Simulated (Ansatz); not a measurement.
**PBE0/def2-TZVP (core potential) run of SnSe (SMILES [Se][Sn])**

Aim: the electronic atomisation energy of SnSe at PBE0/def2-TZVP (core potential), from 3 runs. 

Program for the calculation: Ansatz 0.2.0.

26 further runs of the same task are left out: 26 set aside as unsound or not needed.

## 1. The molecule

SnSe: 2 atoms, total charge 0, spin state singlet. SMILES: `[Se][Sn]`. The coordinates come from a PBE0-D4/def2-TZVP relaxation.

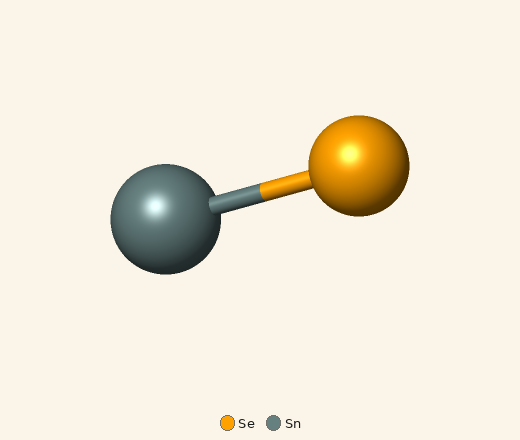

The structure, seen from a chosen angle (selenium orange, tin teal).

## 2. The energy at PBE0/def2-TZVP (core potential)

in.yaml

```yaml
crystal:
  periodic: [false, false, false]
  atoms:
    - {symbol: Se, position_ang: [0.000000, -0.000000, 0.006530]}
    - {symbol: Sn, position_ang: [-0.000000, 0.000000, 2.331810]}
basis:
  gaussian:
    orbitals: def2-TZVP
hamiltonian:
  xc: {name: PBE0}
accuracy: high
output: {orbitals: {seedname: orbitals}}
```

On the command line:

```sh
$ ansatz run in.yaml --threads 1 --pin off --max-ram 3480MiB --events-out events.jsonl --progress --plain --runs-dir runs
```

Output:

```text
Warning: RAYON_NUM_THREADS=1 ignored (pool sized by the plan → 1); use --threads N
Functional definition: PBE0
  name "PBE0"
  parameter a = 0.25
  parameter kappa = 0.804
  parameter beta = 0.06672455060314922
  exchange = (1 - a)*pbe_x(kappa = kappa, mu = beta*pi^2/3) + a*exact_x
  correlation = pbe_c(beta = beta)
1498 factors; integrals over basis functions are off by at most 4.7e-9 eV
mean field evaluation 1: about -71172.7620 eV, gradient 2.3e1 eV
mean field evaluation 2: about -71148.0906 eV, gradient 8.4e1 eV
mean field evaluation 4: about -71174.9457 eV, gradient 2.0e0 eV
mean field evaluation 8: about -71174.9916 eV, gradient 3.1e-1 eV
mean field evaluation 16: about -71174.9919 eV, gradient 1.3e-5 eV
mean field -71174.99186215 eV, -2615.6327067917 hartree, gradient 1.4e-8 eV, S^2 0.000000; 0 other end points of the search recorded, 0 dependent functions left out
reference -71174.99186400 eV, -2615.6327068596 hartree; 28, 28 occupied and 70, 70 virtual orbitals, 1498 factors
Total energy: -71174.99186400 eV, -2615.6327068596 hartree
```

Run time: 6.6 s. Hardware: 1 thread of Arm Neoverse V2, shared host; peak memory 0.27 GiB.

## 3. The Se atom

job.yaml

```yaml
crystal:
  periodic: [false, false, false]
  atoms:
    - {symbol: Se, position_ang: [0.000000, 0.000000, 0.000000]}
basis:
  gaussian:
    orbitals: def2-TZVP
magnetization:
  spin_polarized: true
  initial_magnetization: 2
hamiltonian:
  xc: {name: PBE0}
accuracy: high
```

On the command line:

```sh
$ ansatz run job.yaml --threads 1 --pin off --max-ram 3480MiB --events-out events.jsonl --progress --plain --runs-dir runs
```

Output, shortened:

```text
Warning: RAYON_NUM_THREADS=1 ignored (pool sized by the plan → 1); use --threads N
[... 7 set-up lines as earlier in the session ...]
462 factors; integrals over basis functions are off by at most 4.5e-9 eV
mean field evaluation 1: about -65340.0104 eV, gradient 4.9e0 eV
mean field evaluation 2: about -65340.1098 eV, gradient 1.7e0 eV
mean field evaluation 4: about -65340.1149 eV, gradient 5.5e-1 eV
mean field evaluation 8: about -65340.1181 eV, gradient 1.8e-3 eV
mean field evaluation 16: about -65340.1181 eV, gradient 8.3e-8 eV
mean field -65340.11806945 eV, -2401.2050499295 hartree, gradient 4.2e-9 eV, S^2 2.003670; 0 other end points of the search recorded, 0 dependent functions left out
reference -65340.11807081 eV, -2401.2050499797 hartree; 18, 16 occupied and 30, 32 virtual orbitals, 462 factors
Total energy: -65340.11807081 eV, -2401.2050499797 hartree
```

It took 1.9 s on 1 thread of Arm Neoverse V2, shared host; peak memory 0.11 GiB.

## 4. The Sn atom, same level

input.yaml

```yaml
crystal:
  periodic: [false, false, false]
  atoms:
    - {symbol: Sn, position_ang: [0.000000, 0.000000, 0.000000]}
basis:
  gaussian:
    orbitals: def2-TZVP
magnetization:
  spin_polarized: true
  initial_magnetization: 2
hamiltonian:
  xc: {name: PBE0}
accuracy: high
```

Run the same way, it converges to -214.25872 Eh (log not shown).

## 5. What came out

At PBE0/def2-TZVP (core potential):

| quantity | value |
| --- | --- |
| molecule: total energy | -2615.63271 Eh |
| molecule: HOMO energy | -7.07 eV |
| molecule: LUMO energy | -2.55 eV |
| molecule: HOMO–LUMO gap | 4.52 eV |
| Se atom: total energy | -2401.20505 Eh |
| Se atom: ⟨S²⟩ | 2.004 |
| Sn atom: total energy | -214.25872 Eh |
| Sn atom: ⟨S²⟩ | 2.003 |
| electronic atomisation energy | 4.597 eV |

What this shows: Taking the molecule apart into free atoms costs 4.60 eV (444 kJ/mol), before zero-point energy and without spin-orbit coupling.
